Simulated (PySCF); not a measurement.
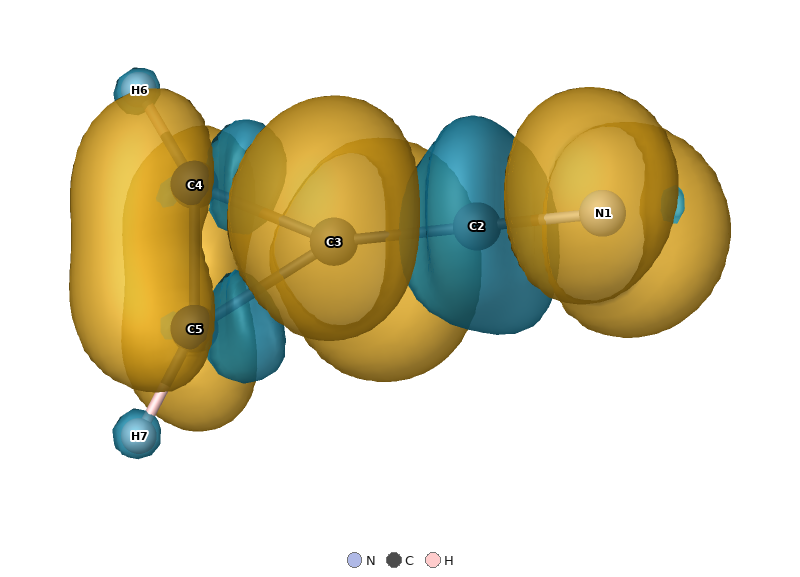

C$_{4}$H$_{2}$N, doublet, SMILES `N#CC1=C[CH]1`. Spin density ρα − ρβ at ±0.01 e/Å³ (yellow: excess α, teal: excess β).

Method: TPSSh/6-31G*; geometry: GFN2-xTB; program: PySCF. No frequency check shows the geometry to be a minimum. The stability of the open-shell solution wasn't checked. GFN2-xTB doesn't know the spin state, so this open-shell geometry is rough.

Q: How is the spin shared among the atoms?

A: Hirshfeld spin populations: C3 +0.43, N1 +0.35 and C4 and C5 +0.09. ⟨S²⟩ = 0.76, against 0.75 for a pure state. The picture also shows regions of β spin from spin polarisation; the Hirshfeld sums, whose atoms overlap, net them against the α spin of neighbours.

Run time: 43 s on 1 thread of Arm Neoverse V1, on a shared host, peak memory 0.38 GiB.
